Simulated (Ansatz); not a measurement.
Species, as SMILES: F[C]Cl (closed-shell singlet).
Atoms: F1, C2, Cl3. Bonds: F1-C2, C2-Cl3.

Basis-set convergence of the optimised F1-C2 bond length at B3LYP with Ansatz (a first-principles code). Cartesian d functions, on some or all atoms, in 6-31G**, 6-31+G*, 6-311G**; all else is spherical. The program fits the integrals of some runs and decomposes those of others, by size. No added dispersion term, no relativity. Reference: the value in def2-QZVPPD, 1.2961 Å, itself unsure by roughly 0.0002 Å (its mean distance from pcseg-3, def2-QZVPP, cc-pV(Q+d)Z). Deviations are taken from unrounded values. Cost is core time over that of 6-31G**, rough, on shared machines of one kind. It counts the whole optimisation.

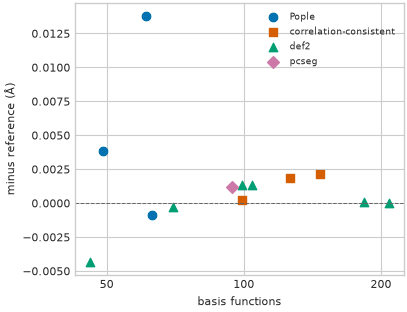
*Deviation from the reference against the number of basis functions, by family of sets.*

| basis | functions | optimised F1-C2 bond length (Å) | minus reference (Å) | cost |
|---|---|---|---|---|
| def2-SVP | 46 | 1.2918 | -0.0044 | 0.7× |
| 6-31G** | 49 | 1.3000 | 0.0038 | 1× |
| 6-31+G* | 61 | 1.3100 | 0.0138 | 1× |
| 6-311G** | 63 | 1.2953 | -0.0008 | 0.8× |
| def2-SVPD | 70 | 1.2958 | -0.0003 | 1× |
| pcseg-2 | 94 | 1.2974 | 0.0012 | 2× |
| cc-pV(T+d)Z | 99 | 1.2963 | 0.0002 | 2× |
| def2-TZVP | 99 | 1.2975 | 0.0014 | 2× |
| def2-TZVPP | 104 | 1.2975 | 0.0014 | 2× |
| jun-cc-pV(T+d)Z | 126 | 1.2980 | 0.0019 | 4× |
| aug-cc-pV(T+d)Z | 147 | 1.2983 | 0.0021 | 5× |
| def2-QZVPP | 184 | 1.2963 | 0.0001 | 6× |
| def2-QZVPPD | 208 | 1.2961 | 0.0000 | 8× |
